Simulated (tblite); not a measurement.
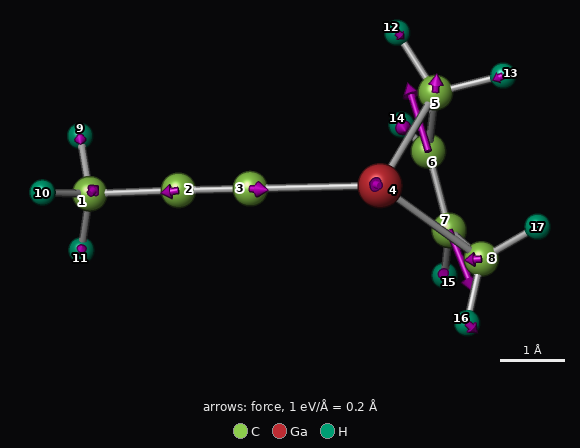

Starting geometry of C7H9Ga with the computed forces as purple arrows. The picture is a ball-and-stick view, seen face on.

Method: tblite 0.8.0, GFN2-xTB geometry optimisation, gas phase. 

What follows when this structure is relaxed?

Answer. It isn't relaxed: the largest force vector, on C6, is 6.20 eV/Å. The final displacements have little in common with the starting forces (cosine between the two patterns 0.18). The largest move after the best rigid fit is that of H12, 0.77 Å. Largest moves by element: H 0.77 Å, C 0.35 Å, Ga 0.34 Å. Near-neighbour distances that change, for instance: C3–Ga4 2.180 → 2.023 Å, Ga4–C5 2.144 → 2.297 Å, C6–C7 1.279 → 1.391 Å, Ga4–C8 2.220 → 2.297 Å. Among the angles between lasting bonds that change: Ga4–C8–H16 101.6° → 123.8°, Ga4–C5–H13 113.1° → 94.7°, C3–Ga4–C5 99.5° → 109.9°. After 89 geometry steps the energy has fallen by 25.9 kcal/mol. Cost: 1.2 s on 1 thread of Arm Neoverse N1 (shared host).
